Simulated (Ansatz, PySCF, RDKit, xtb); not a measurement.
**AlH2SeF3: ranking a sample of isomers**

A sample of isomers of AlH2SeF3 is drawn. Aim: find which of them has the lowest free energy at 298.15 K, then its properties. The sample is small against all isomers, and the most stable one of this formula need not be in it.

Plan: many cheap relaxations first (GFN2-xTB), then density-functional screening, relaxation at PBE0-D4/def2-SVP, vibrations and a final energy. The numbers are computed, not measured.

### Step 1. Possible bonding patterns

Isomers were drawn by moving bonds and hydrogen atoms under normal valences; this is a sample, not all of them. O–O, O–halogen and N–halogen bonds and N–N–N chains are not drawn. That gives 3 candidates.

```
label                     SMILES     spin
 c074  [F][Al-]([F])([F])[SeH2+]  singlet
 c106      F[SeH+][AlH-]([F])[F]  singlet
 c600        [F][AlH2-][Se+](F)F  singlet
```

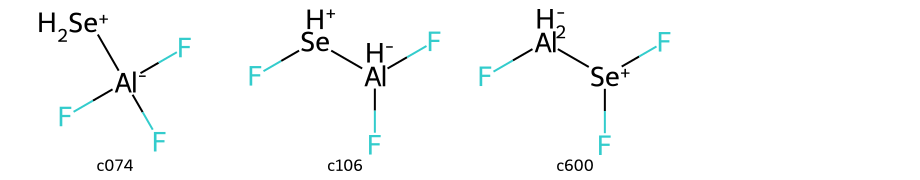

Structural formulas of the candidates.

Candidates are built by distance geometry, with a force field where one applies, in up to four conformers (letters a to d).

### Step 2. Search with GFN2-xTB

All 4 starts are relaxed the same way. One of them, c600a (drawn by moving bonds, embedded by distance geometry and UFF), in full:

The input, start.xyz:

```xyz
7
c600a
Al    -0.824038     0.726555    -0.513646
F     -2.525803     1.268373    -0.948735
F      2.115777     0.908472    -1.400293
F      0.585764     2.836208    -2.197824
Se     0.579062     1.044583    -2.427015
H     -0.826457    -0.813224    -0.109290
H     -0.275222     1.618297     0.652830
```

Started as:

```sh
xtb start.xyz --gfn 2 --opt
```

Log (excerpt; [...] marks lines left out):

```text
* xtb version 6.7.1
[...]
          :  # basis functions                  34          :
[...]
          :  # electrons                        32          :
[...]
          :  Hamiltonian                  GFN2-xTB          :
[...]
          :  net charge                          0          :
          :  unpaired electrons                  0          :
[...]
   *** convergence criteria satisfied after 23 iterations ***
[...]
   *** GEOMETRY OPTIMIZATION CONVERGED AFTER 78 ITERATIONS ***
[...]
   *** convergence criteria satisfied after 3 iterations ***
[...]
         ::                     SUMMARY                     ::
         :::::::::::::::::::::::::::::::::::::::::::::::::::::
         :: total energy             -19.650904242923 Eh    ::
         :: gradient norm              0.000645468357 Eh/a0 ::
         :: HOMO-LUMO gap              2.838594491320 eV    ::
         ::.................................................::
         :: SCC energy               -19.693344590991 Eh    ::
         :: -> isotropic ES            0.077046820465 Eh    ::
         :: -> anisotropic ES          0.004887712276 Eh    ::
         :: -> anisotropic XC         -0.004733242494 Eh    ::
         :: -> dispersion             -0.003859553104 Eh    ::
         :: repulsion energy           0.042440348068 Eh    ::
         :: add. restraining           0.000000000000 Eh    ::
         :: total charge              -0.000000000000 e     ::
         :::::::::::::::::::::::::::::::::::::::::::::::::::::
[...]
        16        2.0000           -0.4302370             -11.7073 (HOMO)
        17                         -0.3259206              -8.8688 (LUMO)
[...]
          | TOTAL ENERGY              -19.650904242923 Eh   |
          | GRADIENT NORM               0.000645468357 Eh/α |
          | HOMO-LUMO GAP               2.838594491320 eV   |
           -------------------------------------------------
[...]
```

Wall time 0.31 s (2 threads of Arm Neoverse V1, shared host).

### Step 3. The minima found

4 of the 4 relaxations converged; 1 ended on a minimum already found. 3 distinct structures remain:

```
label  start               SMILES after     spin  energy (kcal/mol)           note
c074b  drawn  [F][Al]([F])([F])[SeH2] ‡  singlet                0.0               
c600a  drawn    [F][SeH][AlH]([F])[F] ‡  singlet               40.6  bonds changed
c106a  drawn    [F][SeH][AlH]([F])[F] ‡  singlet               40.6
```

‡ marks the bonded skeleton alone, with all bonds drawn single: no Lewis structure was assigned that passes a check against the bond lengths.

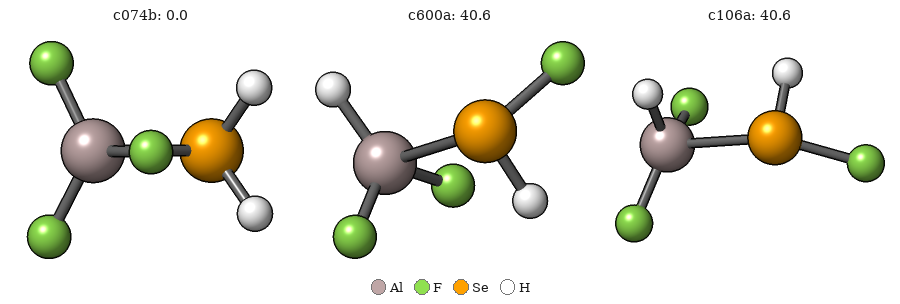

The 3 lowest minima that did not fall apart, with their GFN2-xTB energies in kcal/mol.

### Step 4. Second filter: single points

A choice of the minima (the low ones first, few conformers of a pattern, up to a cap) and the lowest that fell apart get a single point at r2SCAN-D4/def2-SVP on the tight-binding geometry, and one at HF/STO-3G for comparison. The lowest singlets are also tried as triplets at the same geometry (label ending in t). The first, c074b:

The input, input.yaml:

```yaml
basis:
  gaussian:
    orbitals: def2-SVP
crystal:
  periodic: [false, false, false]
  atoms:
    - {symbol: Al, position_ang: [-0.425594, 0.349606, -1.734091]}
    - {symbol: F, position_ang: [-2.021815, 0.566927, -2.065885]}
    - {symbol: F, position_ang: [0.692664, 0.483149, -2.933018]}
    - {symbol: F, position_ang: [-0.046438, -0.617637, -0.450877]}
    - {symbol: Se, position_ang: [0.014711, 2.545529, -0.506021]}
    - {symbol: H, position_ang: [-0.726637, 2.109859, 0.658990]}
    - {symbol: H, position_ang: [1.255255, 2.065406, 0.066664]}
hamiltonian:
  xc: {name: r2SCAN}
  dispersion: d4
scf:
  lower_state_search: "off"
output: {orbitals: {seedname: orbitals}}
```

Started as:

```sh
ansatz run input.yaml --threads 2 --pin off --max-ram 5220MiB --events-out events.jsonl --progress --plain --runs-dir runs
```

Log (excerpt; [...] marks lines left out):

```text
Warning: RAYON_NUM_THREADS=2 ignored (pool sized by the plan → 2); use --threads N
Functional definition: r2SCAN
  name "r2SCAN"
[...]
1099 factors; their error is unknown
[...]
mean field -80115.47426430 eV, -2944.1893749942 hartree, gradient 1.1e-6 eV, S^2 0.000000; 0 other end points of the search recorded, 0 dependent functions left out
reference -80115.47427672 eV, -2944.1893754506 hartree; 38, 38 occupied and 64, 64 virtual orbitals, 1099 factors
Total energy: -80115.50853712 eV, -2944.1906344972 hartree
Checks for a lower state left out: stability, starts, cluster_reference, orbital_swaps, neighbouring_geometries, increment
```

Run time: 2.1 s. Hardware: 2 threads of Arm Neoverse V1, shared host.

Relative energies in kcal/mol, each column from its lowest structure that stays in one piece:

```
 label                     SMILES     spin  GFN2-xTB  HF/STO-3G  r2SCAN-D4/def2-SVP
 c074b  [F][Al]([F])([F])[SeH2] ‡  singlet       0.0        0.0                 0.0
 c600a    [F][SeH][AlH]([F])[F] ‡  singlet      40.6       57.1                79.7
 c106a    [F][SeH][AlH]([F])[F] ‡  singlet      40.6       68.5                81.4
c074bt  [F][Al]([F])([F])[SeH2] ‡  triplet         –          –               140.5
c600at    [F][SeH][AlH]([F])[F] ‡  triplet         –          –               143.3
```

‡ marks the bonded skeleton alone, with all bonds drawn single: no Lewis structure was assigned that passes a check against the bond lengths.

### Step 5. Patterns that tight binding lost

Some ordinary bonding patterns rearranged or fell apart under GFN2-xTB. Their starts are relaxed at r2SCAN-D4/def2-SVP instead (label ending in r). The first, c600ar:

The input, input.yaml:

```yaml
crystal:
  periodic: [false, false, false]
  atoms:
    - {symbol: Al, position_ang: [-0.824038, 0.726555, -0.513646]}
    - {symbol: F, position_ang: [-2.525803, 1.268373, -0.948735]}
    - {symbol: F, position_ang: [2.115777, 0.908472, -1.400293]}
    - {symbol: F, position_ang: [0.585764, 2.836208, -2.197824]}
    - {symbol: Se, position_ang: [0.579062, 1.044583, -2.427015]}
    - {symbol: H, position_ang: [-0.826457, -0.813224, -0.109290]}
    - {symbol: H, position_ang: [-0.275222, 1.618297, 0.652830]}
basis:
  gaussian: {orbitals: def2-SVP}
hamiltonian: {xc: {name: r2SCAN}, dispersion: d4}
scf: {lower_state_search: off}
relax: {f_tol: 0.01}
output: {orbitals: {seedname: orbitals}}
```

Started as:

```sh
ansatz run input.yaml --threads 2 --pin off --max-ram 5220MiB --events-out events.jsonl --progress --plain --runs-dir runs
```

Log (excerpt; [...] marks lines left out):

```text
Warning: RAYON_NUM_THREADS=2 ignored (pool sized by the plan → 2); use --threads N
[...]
[... 2 set-up lines as earlier in the session ...]
[...]
1099 factors; their error is unknown
[...]
mean field -80108.19045926 eV, -2943.9217000960 hartree, gradient 4.3e-6 eV, S^2 0.000000; 0 other end points of the search recorded, 0 dependent functions left out
[...]
reference -80108.19047025 eV, -2943.9217005001 hartree; 38, 38 occupied and 64, 64 virtual orbitals, 1099 factors
[...]
Atom 3 at     1.174023     2.523337    -2.915919 Å, force    -0.001715    -0.002360     0.000563 eV/Å
Atom 4 at     0.384911     1.077383    -2.205484 Å, force     0.001324     0.000206    -0.001617 eV/Å
Atom 5 at    -0.281511    -0.341711    -1.028914 Å, force     0.000946    -0.001466    -0.006023 eV/Å
Atom 6 at    -0.505457     1.464040     1.167157 Å, force    -0.001286     0.000969    -0.000678 eV/Å
Dipole moment:    -0.114131    -0.229765    -0.003330 e Å
Checks for a lower state left out: stability, starts, cluster_reference, orbital_swaps, neighbouring_geometries, increment
```

Wall time 64 s (2 threads of Arm Neoverse V1, shared host).

Energies at r2SCAN-D4/def2-SVP after that relaxation, from the lowest structure of the screen (which was not relaxed at this level):

```
 label                   SMILES     spin  energy (kcal/mol)
c600ar  [F][AlH2][Se]([F])[F] ‡  singlet              140.3
```

‡ marks the bonded skeleton alone, with all bonds drawn single: no Lewis structure was assigned that passes a check against the bond lengths.

### Step 6. Relaxing the best candidates

3 candidates are relaxed at PBE0-D4/def2-SVP (chosen among the lowest in one piece). The first, c074b:

The input, input.yaml:

```yaml
basis:
  gaussian: {orbitals: def2-SVP}
crystal:
  periodic: [false, false, false]
  atoms:
    - {symbol: Al, position_ang: [-0.425594, 0.349606, -1.734091]}
    - {symbol: F, position_ang: [-2.021815, 0.566927, -2.065885]}
    - {symbol: F, position_ang: [0.692664, 0.483149, -2.933018]}
    - {symbol: F, position_ang: [-0.046438, -0.617637, -0.450877]}
    - {symbol: Se, position_ang: [0.014711, 2.545529, -0.506021]}
    - {symbol: H, position_ang: [-0.726637, 2.109859, 0.658990]}
    - {symbol: H, position_ang: [1.255255, 2.065406, 0.066664]}
hamiltonian: {xc: {name: PBE0}, dispersion: d4}
scf: {lower_state_search: off}
relax: {f_tol: 0.003}
```

Started as:

```sh
ansatz run input.yaml --threads 2 --pin off --max-ram 5220MiB --events-out events.jsonl --progress --plain --runs-dir runs
```

Log (excerpt; [...] marks lines left out):

```text
Warning: RAYON_NUM_THREADS=2 ignored (pool sized by the plan → 2); use --threads N
[...]
Functional definition: PBE0
  name "PBE0"
[...]
1017 factors; integrals over basis functions are off by at most 3.2e-4 eV
[...]
mean field -80100.97977802 eV, -2943.6567124481 hartree, gradient 1.1e-6 eV, S^2 0.000000; 0 other end points of the search recorded, 0 dependent functions left out
[...]
Atom 3 at    -0.062778    -0.726468    -0.489534 Å, force    -0.000164    -0.000612     0.000029 eV/Å
Atom 4 at     0.013942     2.565567    -0.506257 Å, force    -0.000101     0.000018    -0.000134 eV/Å
Atom 5 at    -0.734081     2.176034     0.700167 Å, force    -0.000167     0.000161     0.000405 eV/Å
Atom 6 at     1.286365     2.116664     0.082136 Å, force     0.000424     0.000391     0.000015 eV/Å
Dipole moment:     0.228233     0.754472     0.672823 e Å
Checks for a lower state left out: stability, starts, cluster_reference, orbital_swaps, neighbouring_geometries, increment
```

Wall time 17 s (2 threads of Arm Neoverse V1, shared host).

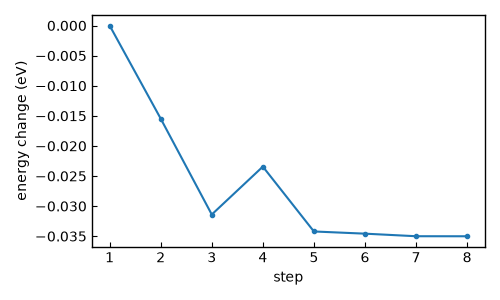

Energy along the run, all evaluated steps.

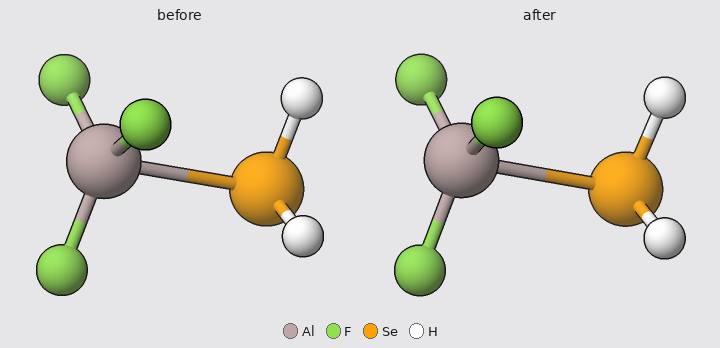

Before and after, at one scale.

After the run. Bond lengths: Al1–F2 1.661 Å, Al1–F3 1.661 Å, Al1–F4 1.662 Å, Al1–Se5 2.591 Å, Se5–H6 1.472 Å, Se5–H7 1.472 Å. Angles: F2–Al1–F3 118.7°, F2–Al1–F4 117.4°, F2–Al1–Se5 98.2°, F3–Al1–F4 117.4°, F3–Al1–Se5 98.2°, F4–Al1–Se5 99.1°, Al1–Se5–H6 94.1°, Al1–Se5–H7 94.1°, H6–Se5–H7 91.8°.

### Step 7. Ranking at PBE0-D4/def2-SVP

```
label     spin  r2SCAN-D4/def2-SVP (kcal/mol)  PBE0-D4/def2-SVP, relaxed (kcal/mol)  time
c074b  singlet                            0.0                                   0.0  17 s
c106a  singlet                           81.4                                  75.1  23 s
c600a  singlet                           79.7                                  75.2  27 s
```

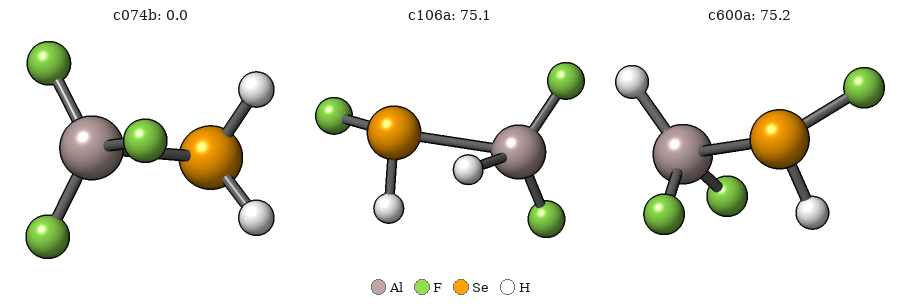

The relaxed structures, with energies at PBE0-D4/def2-SVP in kcal/mol.

### Step 8. Harmonic analysis of the finalists

The lowest few in one piece go on as finalists. Harmonic vibrations at PBE0-D4/def2-SVP test each finalist and give the zero-point energy and the thermal terms. The first, c074b:

The input, input.yaml:

```yaml
crystal:
  periodic: [false, false, false]
  atoms:
    - {symbol: Al, position_ang: [-0.425624, 0.322946, -1.726577]}
    - {symbol: F, position_ang: [-2.030375, 0.558827, -2.083087]}
    - {symbol: F, position_ang: [0.694697, 0.489269, -2.941086]}
    - {symbol: F, position_ang: [-0.062778, -0.726468, -0.489534]}
    - {symbol: Se, position_ang: [0.013942, 2.565567, -0.506257]}
    - {symbol: H, position_ang: [-0.734081, 2.176034, 0.700167]}
    - {symbol: H, position_ang: [1.286365, 2.116664, 0.082136]}
basis:
  gaussian:
    orbitals: def2-SVP
hamiltonian:
  xc: pbe0
  dispersion: d4
scf:
  lower_state_search: "off"
phonons: {}
```

Started as:

```sh
ansatz run input.yaml --threads 2 --pin off --max-ram 5220MiB --events-out events.jsonl --progress --plain --runs-dir runs
```

Log (excerpt; [...] marks lines left out):

```text
Warning: RAYON_NUM_THREADS=2 ignored (pool sized by the plan → 2); use --threads N
[... 2 set-up lines as earlier in the session ...]
[...]
1013 factors; integrals over basis functions are off by at most 3.4e-4 eV
[...]
mean field -80101.01656044 eV, -2943.6580641770 hartree, gradient 1.3e-6 eV, S^2 0.000000; 0 other end points of the search recorded, 0 dependent functions left out
[...]
Atom 5 at    -0.734081     2.176034     0.700167 Å, force    -0.000216     0.000121     0.000364 eV/Å
Atom 6 at     1.286365     2.116664     0.082136 Å, force     0.000378     0.000343     0.000027 eV/Å
Dipole moment:     0.228234     0.754472     0.672825 e Å
Vibrations: 35.25 80.33 86.51 161.81 236.11 236.52 333.09 447.63 498.82 686.46 939.62 947.46 1054.67 2457.08 2473.67 cm⁻¹, zero-point energy 0.661767 eV
Checks for a lower state left out: stability, starts, cluster_reference, orbital_swaps, neighbouring_geometries, increment
```

It took 74 s on 2 threads of Arm Neoverse V1, shared host.

### Step 9. Thermal terms of the finalists

At 298.15 K and 1 atm, ideal gas, rigid rotor and harmonic oscillator:

```
label                     SMILES     spin  point group  lowest mode (cm⁻¹)  zero-point (kcal/mol)  G − E (kcal/mol)
c074b  [F][Al]([F])([F])[SeH2] ‡  singlet           Cs                  35                   15.3              -6.7
c106a    [F][SeH][AlH]([F])[F] ‡  singlet           C1                  88                   15.0              -6.2
c600a    [F][SeH][AlH]([F])[F] ‡  singlet           C1                  83                   14.7              -6.6
```

Chiral structures get −RT ln 2 for their mirror image.

‡ marks the bonded skeleton alone, with all bonds drawn single: no Lewis structure was assigned that passes a check against the bond lengths.

### Step 10. Energies at the top level

Single points at CCSD(T)/def2-SVP + MP2/def2-TZVPP - MP2/def2-SVP on the refined geometries decide the order.

c074b, CCSD(T)/def2-SVP:

input.yaml, as its differences from that of step 8:

```diff
@@ -11,9 +11,4 @@
 basis:
-  gaussian:
-    orbitals: def2-SVP
-hamiltonian:
-  xc: pbe0
-  dispersion: d4
-scf:
-  lower_state_search: "off"
-phonons: {}
+  gaussian: {orbitals: def2-SVP}
+magnetization: {spin_polarized: false}
+correlation: {method: ccsd_t, frozen_orbitals: {F: 1, Se: 9, H: 0, Al: 5}}
```

Started as:

```sh
ansatz run input.yaml --threads 2 --pin off --max-ram 5220MiB --events-out events.jsonl --progress --plain --runs-dir runs
```

Log (excerpt; [...] marks lines left out):

```text
Warning: RAYON_NUM_THREADS=2 ignored (pool sized by the plan → 2); use --threads N
Functional definition: HF
  name "HF"
[...]
950 factors; integrals over basis functions are off by at most 8.6e-4 eV
[...]
mean field -80025.15253846 eV, -2940.8701127919 hartree, gradient 1.0e-6 eV, S^2 0.000000; 0 other end points of the search recorded, 0 dependent functions left out
17 core orbitals not correlated: weight in the atoms' cores, before any rotation towards them, 1.000 or more for the frozen orbitals, at most 0.000 for the correlated occupied ones
reference -80025.15253846 eV, -2940.8701127919 hartree; 21, 21 occupied and 64, 64 virtual orbitals, 950 factors
second order -23.62937772 eV of doubles, -0.00000000 eV of singles
cycle   1  -23.50420883 eV  change    1.3e-1 eV  update   1.0e-1
[...]
cycle   9  -24.08227305 eV  change   -1.3e-5 eV  update   1.6e-5
perturbative correction -0.38507022 eV, -0.0141510697 hartree
Total energy: -80049.61988174 eV, -2941.7692710728 hartree
```

It took 11 s on 2 threads of Arm Neoverse V1, shared host.

### Step 11. c074b at MP2/def2-TZVPP

input.yaml, as its differences from that of step 10:

```diff
@@ -11,4 +11,3 @@
 basis:
-  gaussian: {orbitals: def2-SVP}
-magnetization: {spin_polarized: false}
-correlation: {method: ccsd_t, frozen_orbitals: {F: 1, Se: 9, H: 0, Al: 5}}
+  gaussian: {orbitals: def2-TZVPP}
+correlation: {method: mp2, frozen_orbitals: {F: 1, Se: 9, H: 0, Al: 5}}
```

Started as:

```sh
ansatz run input.yaml --threads 2 --pin off --max-ram 5220MiB --events-out events.jsonl --progress --plain --runs-dir runs
```

Log (excerpt; [...] marks lines left out):

```text
Warning: RAYON_NUM_THREADS=2 ignored (pool sized by the plan → 2); use --threads N
[... 2 set-up lines as earlier in the session ...]
[...]
1347 factors; integrals over basis functions are off by at most 7.6e-4 eV
[...]
mean field -80046.20316672 eV, -2941.6437091118 hartree, gradient 6.5e-6 eV, S^2 0.000000; 0 other end points of the search recorded, 0 dependent functions left out
17 core orbitals not correlated: weight in the atoms' cores, before any rotation towards them, 1.000 or more for the frozen orbitals, at most 0.000 for the correlated occupied ones
reference -80046.20316672 eV, -2941.6437091118 hartree; 21, 21 occupied and 173, 173 virtual orbitals, 1347 factors
second order -30.45578133 eV of doubles, -0.00000000 eV of singles
Total energy: -80076.65894805 eV, -2942.7629384320 hartree
```

Wall time 5.1 s (2 threads of Arm Neoverse V1, shared host).

### Step 12. c106a at CCSD(T)/def2-SVP

The input, input.yaml:

```yaml
basis:
  gaussian: {orbitals: def2-SVP}
crystal:
  periodic: [false, false, false]
  atoms:
    - {symbol: Al, position_ang: [0.212721, 1.077577, -1.725323]}
    - {symbol: F, position_ang: [-0.524564, -2.373774, -0.150193]}
    - {symbol: F, position_ang: [0.270521, 0.813361, -3.359840]}
    - {symbol: F, position_ang: [-0.746084, 2.275157, -1.102687]}
    - {symbol: Se, position_ang: [0.461556, -0.883104, -0.294349]}
    - {symbol: H, position_ang: [1.270173, -1.434944, -1.397206]}
    - {symbol: H, position_ang: [1.604232, 0.719397, -0.869565]}
correlation: {method: ccsd_t, frozen_orbitals: {F: 1, Se: 9, H: 0, Al: 5}}
```

Started as:

```sh
ansatz run input.yaml --threads 2 --pin off --max-ram 5220MiB --events-out events.jsonl --progress --plain --runs-dir runs
```

Log (excerpt; [...] marks lines left out):

```text
Warning: RAYON_NUM_THREADS=2 ignored (pool sized by the plan → 2); use --threads N
[... 2 set-up lines as earlier in the session ...]
[...]
949 factors; integrals over basis functions are off by at most 8.8e-4 eV
[...]
mean field -80021.18820236 eV, -2940.7244261272 hartree, gradient 2.2e-6 eV, S^2 0.000000; 0 other end points of the search recorded, 0 dependent functions left out
17 core orbitals not correlated: weight in the atoms' cores, before any rotation towards them, 1.000 or more for the frozen orbitals, at most 0.000 for the correlated occupied ones
reference -80021.18820236 eV, -2940.7244261272 hartree; 21, 21 occupied and 64, 64 virtual orbitals, 949 factors
second order -23.84935818 eV of doubles, -0.00000000 eV of singles
cycle   1  -23.63893474 eV  change    2.1e-1 eV  update   1.2e-1
[...]
cycle  11  -24.30758488 eV  change    2.1e-5 eV  update   9.0e-6
perturbative correction -0.46578804 eV, -0.0171173947 hartree
Total energy: -80045.96157527 eV, -2941.6348307899 hartree
```

Wall time 13 s (2 threads of Arm Neoverse V1, shared host).

(Part 1 of 2 ends here.)
